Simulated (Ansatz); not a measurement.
# Calculations on C$_{3}$H$_{9}$FOSi

**1. Relaxation**

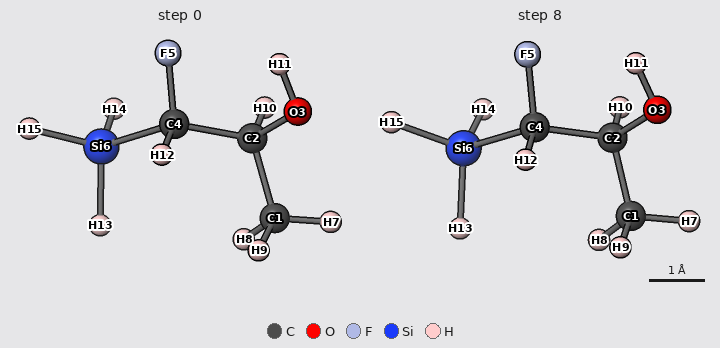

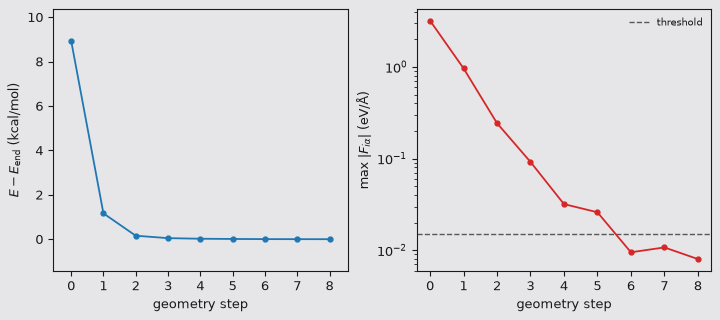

First and last geometry of a relaxation of C$_{3}$H$_{9}$FOSi, with the history of the run. Style: ball-and-stick. Shown at a tilt.

The run prepares an end point of a later path (torsion) calculation, from a guessed geometry.

These are results of Ansatz 0.2.0, RKS LDA/def2-SVP, not measurements. Settings: no spin polarisation; force threshold 0.015 eV/Å; at most 40 steps.

Did the run converge, and what did it change?

It converged. The energy falls by 8.95 kcal/mol in 8 geometry steps. Largest force component: 3.2 eV/Å at the start, 0.008 eV/Å at the end. The largest move after the best rigid fit is that of H14, 0.17 Å. By element the largest moves are H 0.17 Å, F 0.09 Å, C 0.09 Å, Si 0.06 Å, O 0.03 Å. Among the contacts that change: C4–F5 1.337 → 1.396 Å, C2–H10 1.072 → 1.127 Å, C1–H7 1.057 → 1.109 Å, Si6–H15 1.462 → 1.503 Å. Among the angles between lasting bonds that change: C2–C1–H8 106.5° → 111.9°, H13–Si6–H14 104.6° → 109.7°, O3–C2–H10 106.2° → 110.9°.

| step | E − E(0), kcal/mol | largest force component, eV/Å |
| --- | --- | --- |
| 0 | 0.00 | 3.1974 |
| 1 | -7.79 | 0.9667 |
| 2 | -8.79 | 0.2436 |
| 3 | -8.90 | 0.0920 |
| 4 | -8.93 | 0.0319 |
| 5 | -8.94 | 0.0260 |
| 6 | -8.94 | 0.0095 |
| 7 | -8.95 | 0.0107 |
| 8 | -8.95 | 0.0080 |

**2. Relaxation**

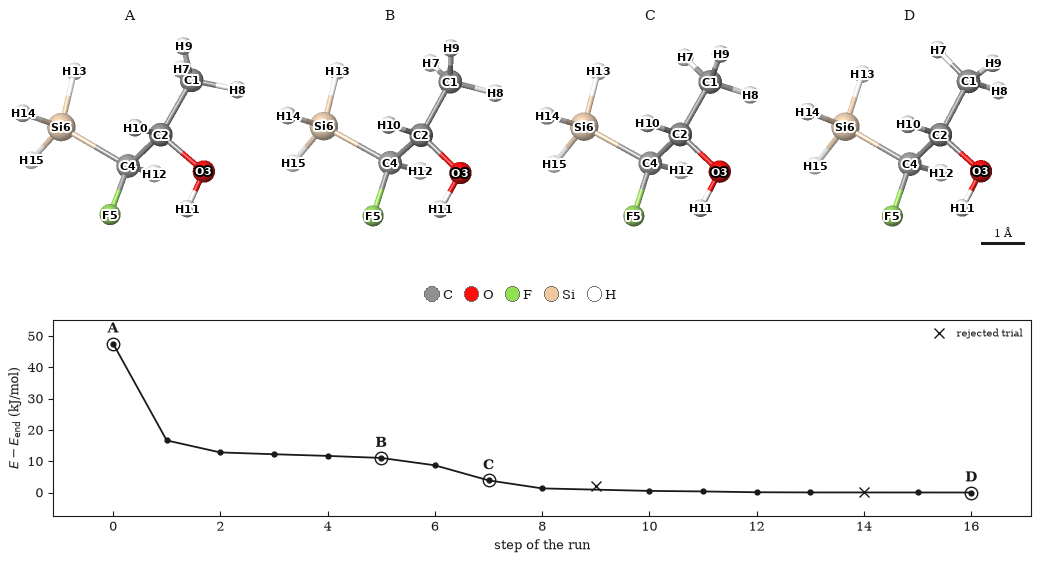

Frames of a relaxation of C₃H₉FOSi, marked on the history of the run. A ball-and-stick model, seen at a tilt.

The run prepares an end point of a later path (torsion) calculation, from a guessed geometry.

All numbers below come from RKS LDA/def2-SVP (Ansatz 0.2.0).

Input
```yaml
crystal:
  periodic: [false, false, false]
  atoms:
    - { symbol: C, position_ang: [-0.071, -1.7826, 0.1884] }
    - { symbol: C, position_ang: [0.4836, -0.5678, -0.5846] }
    - { symbol: O, position_ang: [-0.60627, 0.31973, -0.68462] }
    - { symbol: C, position_ang: [0.95689, -0.82395, -2.03261] }
    - { symbol: F, position_ang: [1.25034, 0.36175, -2.57511] }
    - { symbol: Si, position_ang: [2.5759, -1.86534, -2.14861] }
    - { symbol: H, position_ang: [0.0783, -2.6705, -0.3648] }
    - { symbol: H, position_ang: [-1.1583, -1.6054, 0.3154] }
    - { symbol: H, position_ang: [0.3614, -1.8399, 1.1979] }
    - { symbol: H, position_ang: [1.23366, -0.05687, -0.01368] }
    - { symbol: H, position_ang: [-0.35353, 1.02309, -1.30793] }
    - { symbol: H, position_ang: [0.19304, -1.33179, -2.61692] }
    - { symbol: H, position_ang: [2.40859, -3.2499, -1.5972] }
    - { symbol: H, position_ang: [3.68723, -1.27933, -1.35869] }
    - { symbol: H, position_ang: [2.9972, -2.0149, -3.54031] }
basis:
  gaussian: { orbitals: def2-SVP }
hamiltonian:
  xc: lda
relax:
  f_tol: 0.015
  max_steps: 40
```

Launched with:
```bash
ansatz run input.yaml --threads 2 --pin off --max-ram 3072MiB --backend cpu --events-out ev --progress --plain --runs-dir out
```

### What happens along the run?

The energy falls by 47.6 kJ/mol in 14 accepted moves (16 points after the start). Largest force component: 2.3 eV/Å at the start, 0.0084 eV/Å at the end. The line search rejected the trial steps at points 9, 14 of the run. The largest moves after the best rigid fit, 0.98 Å, are those of H7 and H8. Largest moves by element: H 0.98 Å, O 0.15 Å, Si 0.12 Å, C 0.08 Å, F 0.06 Å. Among the contacts that change: C4–F5 1.337 → 1.397 Å, C2–H10 1.072 → 1.127 Å, C1–H7 1.057 → 1.111 Å, Si6–H15 1.462 → 1.503 Å. Among the angles between lasting bonds that change: H13–Si6–H14 104.6° → 109.6°, O3–C2–H10 106.2° → 110.9°, C1–C2–C4 116.7° → 112.3°. Groups turn about C1–C2 by about 60°. Cost: 39 s on 2 threads of Intel(R) Xeon(R) Platinum 8259CL CPU @ 2.50GHz (Skylake/Cascade Lake) (shared host), peak memory 0.19 GiB. From step 0 to 5: H8 moves most (0.33 Å), energy −36.5 kJ/mol. From step 5 to 7: H atoms move most (0.28 Å), energy −7.16 kJ/mol. From step 7 to 16: H7 moves most (0.47 Å), energy −3.88 kJ/mol.

```csv
step,"E − E(0), kJ/mol","largest force component, eV/Å",note
0,0.00,2.3144,
1,-30.94,1.0144,
2,-34.78,0.3159,
3,-35.36,0.0899,
4,-35.89,0.1616,
5,-36.54,0.5568,
6,-38.90,0.4122,
7,-43.70,0.1612,
8,-46.27,0.1895,
9,-45.48,0.3682,rejected
10,-47.07,0.0654,
11,-47.24,0.1056,
12,-47.50,0.0629,
13,-47.56,0.0216,
14,-47.56,0.0435,rejected
15,-47.57,0.0064,
16,-47.58,0.0084,
```

**3. Path**

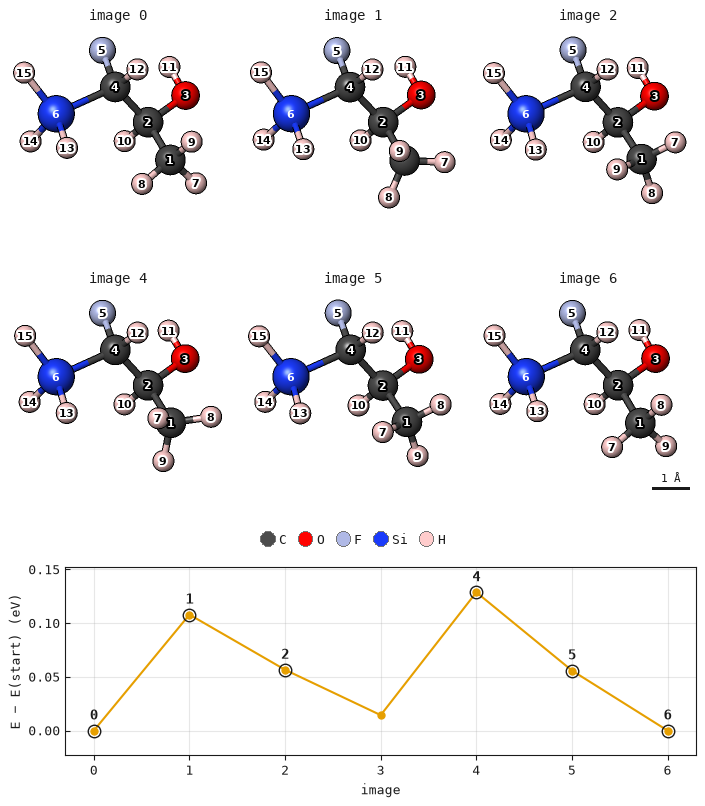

A search for the minimum-energy path of C₃H₉FOSi by the nudged elastic band. Images are numbered from 0 (start) to 6 (end). The picture is a ball-and-stick view, seen at a tilt.

Theory: RKS LDA/def2-SVP in Ansatz 0.2.0. Set-up: 5 movable images; climbing image; force threshold 0.03 eV/Å; iteration limit 60; starting path through a guess of the saddle point.

**Read off the barrier and say what moves.**

The barrier is about 0.129 eV in both directions, with image 4 at the top; the ends have the same energy. The profile has 2 maxima (images 1, 4) with a dip at image 3 (+0.014 eV), so the process runs in steps. The path has more than one stage, and so few images may leave a stage unresolved. No bond forms or breaks between the ends. Bond angles that change up to the highest image, for instance: C2–C1–H8 111.9° → 107.2°, C2–C1–H7 109.6° → 112.5°. The band converged in 18 iterations. The largest component of the band force went from 190 to 0.024 eV/Å. The climbing image converged on the top of the path. Its vibrational analysis gives one imaginary mode (228i cm⁻¹), as a transition state must have.

The run took 2.9 min on 2 threads of Intel(R) Xeon(R) Platinum 8259CL CPU @ 2.50GHz (Skylake/Cascade Lake), with other jobs on the host, peak memory 0.19 GiB.
